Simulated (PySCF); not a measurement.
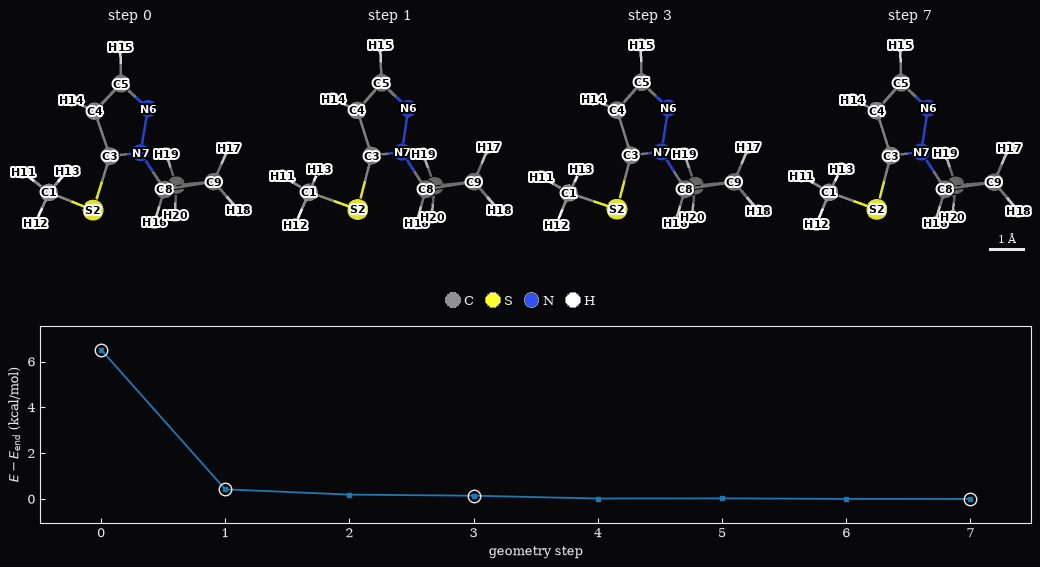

Frames of a relaxation of C$_{7}$H$_{10}$N$_{2}$S, marked on the history of the run. Style: ball-and-stick. Shown from a free direction.

The start comes from GFN2-xTB. Its atoms were then displaced at random by about 0.01 Å.

All numbers below come from PBE0-D3(BJ)/def2-SVP geometry optimisation, gas phase (PySCF 2.14.0, density-fitted response routines). 

Describe the path.

After 7 geometry steps the energy has fallen by 6.52 kcal/mol. The largest move after the best rigid fit is that of an H atom, 0.18 Å. By element the largest moves are H 0.18 Å, S 0.15 Å, C 0.07 Å, N 0.03 Å. Near-neighbour distances that change, for instance: C–H 1.023 → 1.086 Å, C–H 1.056 → 1.098 Å, C–N 1.324 → 1.359 Å, C–S 1.833 → 1.800 Å. Bond angles that change, for instance: S–C–H 106.3° → 111.2°, C–C–H 131.3° → 127.7°, H–C–H 112.3° → 109.3°. From step 0 to 1: an H atom moves most (0.24 Å), energy −6.10 kcal/mol. From step 1 to 3: an H atom moves most (0.06 Å), energy −0.28 kcal/mol. From step 3 to 7: an H atom moves most (0.03 Å), energy −0.14 kcal/mol.
